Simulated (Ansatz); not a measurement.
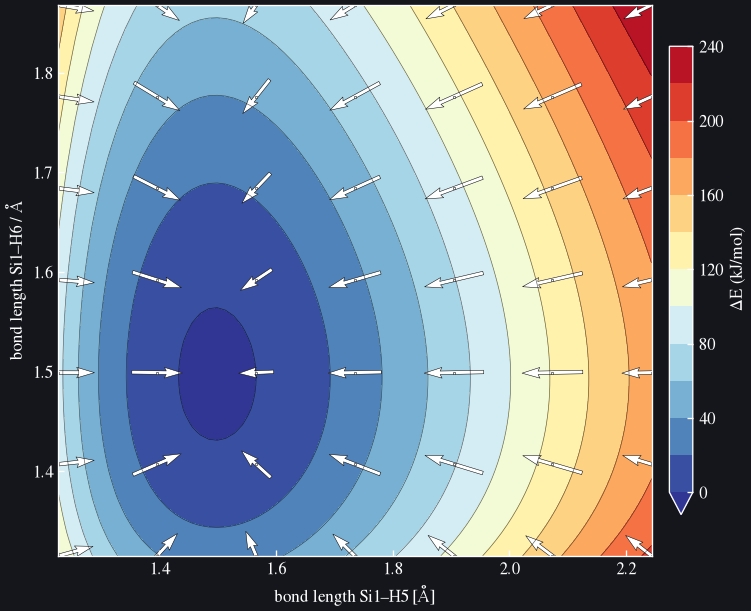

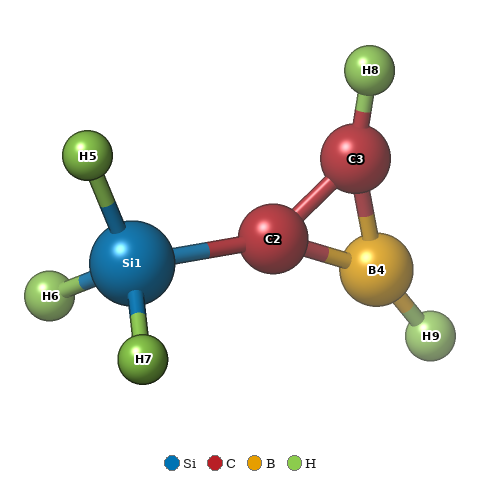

Energy landscape of C2H5BSi, SMILES [SiH3]C1=CB1. The first coordinate is: bond length Si1–H5; the second: bond length Si1–H6. Nothing is relaxed (all other coordinates rigid). Grid: 7 × 7 points. Energies: kJ/mol, counted from the lowest grid point. The reference is spin-restricted, which grows unreliable where a bond is stretched far. Theory: Ansatz, RKS PBE-D4/def2-TZVP.

Drawn: filled contours, dots at the grid points, arrows along the force (downhill), their lengths compressed. Between grid points the surface is interpolated. The second picture is the structure at the lowest point.

Question: Where are the wells?

Answer: The lowest grid point is at bond length Si1–H5 = 1.566 Å, bond length Si1–H6 = 1.499 Å. The bottom of the well lies between grid points, at about bond length Si1–H5 = 1.494 Å, bond length Si1–H6 = 1.494 Å, about 3.6 kJ/mol lower on the interpolated surface. No other kind of well shows on this grid. The highest grid point, bond length Si1–H5 = 2.244 Å, bond length Si1–H6 = 1.868 Å, lies 239 kJ/mol above the lowest. Round the minimum the contours are nearly round: the two directions are equally stiff and uncoupled.

The input of one point:

```yaml
crystal:
  periodic: [false, false, false]
  atoms:
    - { symbol: Si, position_ang: [-0.459547, 1.132876, -0.882779] }
    - { symbol: C, position_ang: [0.126869, -0.21681, 0.248902] }
    - { symbol: C, position_ang: [0.216752, -1.574454, 0.364965] }
    - { symbol: B, position_ang: [0.744387, -0.78642, 1.482249] }
    - { symbol: H, position_ang: [-1.091781, 0.564951, -2.19811] }
    - { symbol: H, position_ang: [-1.48116, 1.953762, -0.155144] }
    - { symbol: H, position_ang: [0.706371, 2.001284, -1.228918] }
    - { symbol: H, position_ang: [-0.053703, -2.446214, -0.230969] }
    - { symbol: H, position_ang: [1.260415, -0.651849, 2.543238] }
basis:
  gaussian: { orbitals: def2-TZVP }
hamiltonian:
  xc: pbe
  dispersion: d4
output:
  forces: true
```

Time for the 49 points that were run: 13 min on 1 thread of Intel(R) Xeon(R) Processor @ 2.50GHz (Skylake/Cascade Lake) (shared host).
